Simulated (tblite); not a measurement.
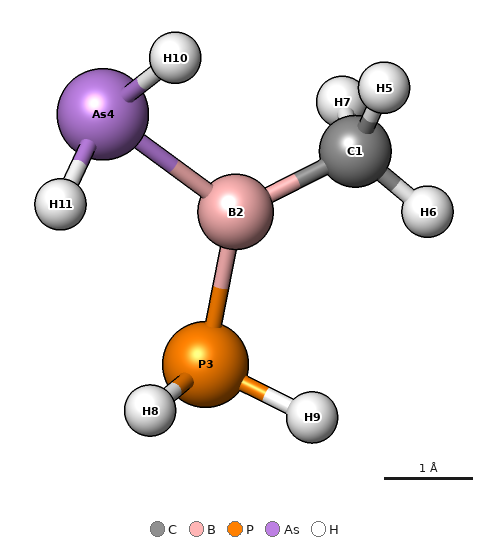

The input geometry (ball-and-stick view, seen at a tilt; atoms are numbered from 1 in the order of the input).

Relaxed scan of CH₇AsBP

- system: CH₇AsBP
- method: GFN2-xTB relaxed scan under a harmonic restraint, gas phase (tblite 0.8.0)

Input
```
{"job": {"xc": "GFN2-xTB", "basis": "xTB", "coordinate": [["t", [8, 1, 7, 2], 0.3333333333333333], ["t", [1, 7, 8, 2], 0.3333333333333333], ["t", [7, 8, 1, 2], 0.3333333333333333]], "kind": "drive"}, "charge": 0, "multiplicity": 1}
C      0.094252    -1.446414    -0.353110
B     -0.073006     0.113958    -0.199666
P     -1.794862     0.827621     0.045960
As     1.448173     1.336342    -0.708818
H      1.063515    -1.806237    -0.002339
H     -0.681291    -2.038764     0.132887
H      0.050649    -1.688931    -1.419335
H     -1.507780     1.823812     0.964532
H     -2.300950    -0.053170     0.984607
H      2.473676     0.615023     0.122349
H      1.233049     2.319430     0.406968
```

The first line tells a small driver script what to run in tblite; the rest is the geometry in Å.

Launched with:
```bash
OMP_NUM_THREADS=1 python <driver script> task.json out
```

What the program printed
```
point  coordinate     E/eV
  0    -38.100     -320.61485
  1    -25.800     -320.43946
  2    -13.000     -320.30999
  3      0.000     -320.26912
  4     13.100     -320.32198
  5     25.900     -320.45852
  6     38.000     -320.63312
  7     48.300     -320.72280
```

Summary

| quantity | value |
| --- | --- |
| outcome | converged |
| hardware | 1 CPU thread, shared host |
| wall time | 1.2 s |
| peak memory | 0.19 GiB |
